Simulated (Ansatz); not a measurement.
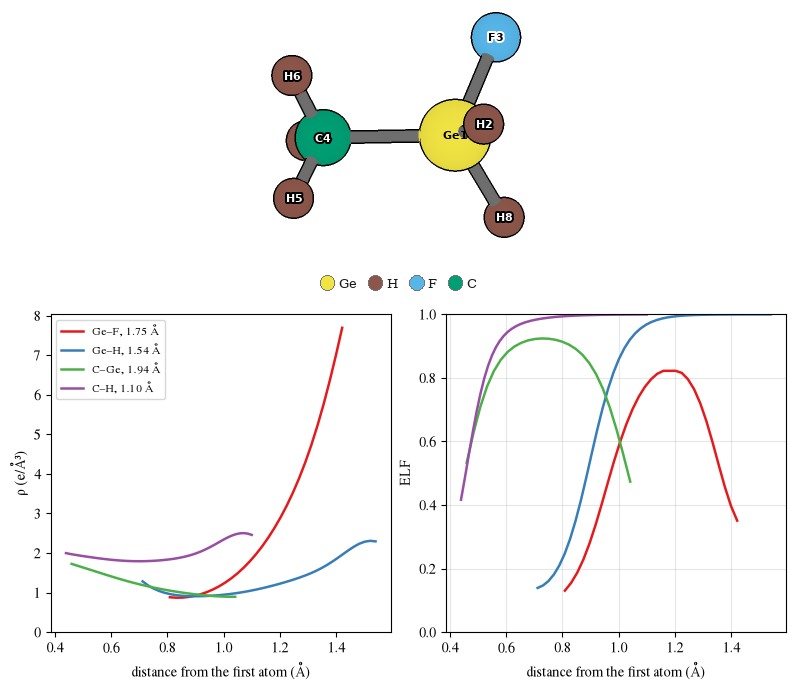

Figure 1: CH₅FGe. Electron density and electron localisation function along straight lines between neighbouring atoms. The curves leave out the atomic cores. The structure is drawn too.

Computed with Ansatz, RKS PBE0-D4/def2-SVP.

The calculation's input:

```
crystal:
  periodic: [false, false, false]
  atoms:
    - { symbol: Ge, position_ang: [0.0, 0.0, 0.0] }
    - { symbol: H, position_ang: [0.0, 0.0, 1.55] }
    - { symbol: F, position_ang: [1.5842, 0.0, -0.5594] }
    - { symbol: C, position_ang: [-0.9232, 1.5994, -0.6527] }
    - { symbol: H, position_ang: [-1.9758, 1.3458, -0.8971] }
    - { symbol: H, position_ang: [-0.9048, 2.384, 0.1322] }
    - { symbol: H, position_ang: [-0.4128, 1.976, -1.5636] }
    - { symbol: H, position_ang: [-0.73, -1.2648, -0.5162] }
basis:
  gaussian: { orbitals: def2-SVP }
hamiltonian:
  xc: pbe0
  dispersion: d4
relax:
  f_tol: 0.02
  max_steps: 40
output:
  orbitals: {}
```

Command:

```sh
ansatz run input.yaml --threads 2 --pin off --max-ram 3072MiB --backend cpu --events-out ev --progress --plain --runs-dir out
```

The fields are those of the run's last geometry, not of the input's.

Compare the contacts.

Answer. Ge–F (1.75 Å): ρ at the midpoint is about 0.89 e/Å³; the ELF peaks at about 0.80 in the valence shell of F, 0.6 Å from its nucleus, and is about 0.25 at the midpoint.
Ge–H (1.54 Å): ρ is about 1 e/Å³ halfway; the ELF climbs to about 1 towards the hydrogen.
C–Ge (1.94 Å): ρ at the midpoint is about 0.91 e/Å³; the ELF peaks at about 0.90 in the valence shell of C, 0.7 Å from its nucleus, and is about 0.70 at the midpoint.
C–H (1.10 Å): ρ at the midpoint is about 1.9 e/Å³; the ELF climbs to about 1 towards the hydrogen (a covalent bond by its length).
